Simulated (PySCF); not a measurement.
```xyz
3

Bi   -0.0036    0.0000   -0.4401
O     1.4763    0.0000    0.7710
F    -1.5963    0.0000    0.8415
```

Core potentials replace the inner electrons of Bi.

Theory: PySCF 2.14.0, RKS PBE0, Bi def2-SVP with ECP60, O def2-SVP, F def2-SVP; non-relativistic Hamiltonian with scalar-relativistic core potentials where named; density fitting.

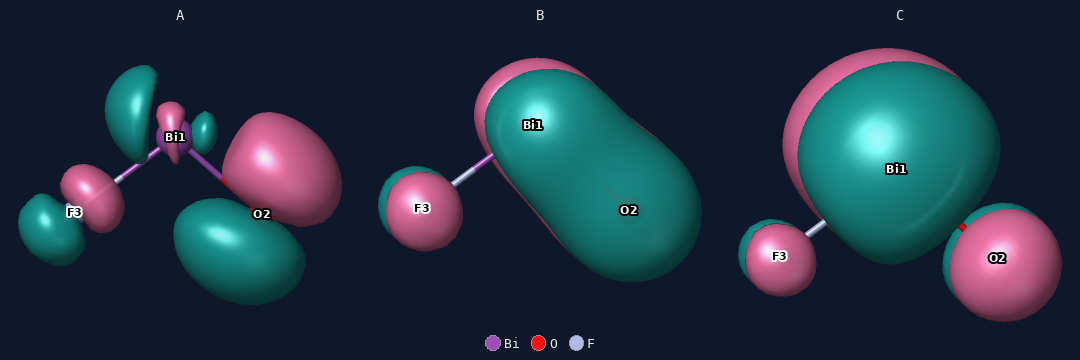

BiFO (Bi(O)(F)). Three frontier orbitals at ±0.1 Å⁻³ᐟ² (teal and pink are the two phases), in no order.

Question: Which picture is the HOMO−1, the HOMO and the LUMO?

Answer: B is the HOMO−1 (−8.36 eV). Its weight (Hirshfeld) is mainly on O2 (about 65 %), Bi1 (about 25 %) and F3 (about 5 %); it changes sign across the molecular plane (π type); π-bonding across Bi1–O2. A is the HOMO (−7.89 eV). It lies mainly on O2 (about 75 %), Bi1 (about 15 %) and F3 (about 10 %); it is symmetric in the molecular plane (an in-plane orbital: σ, lone-pair or in-plane π type); largely a lone pair of O2. C is the LUMO (−3.38 eV). Its weight (Hirshfeld) is mainly on Bi1 (about 70 %) and O2 (about 25 %); it changes sign across the molecular plane (π type); π-antibonding (a node) across Bi1–O2.

Question: What is the HOMO–LUMO gap?

Answer: 4.51 eV between the orbital energies.
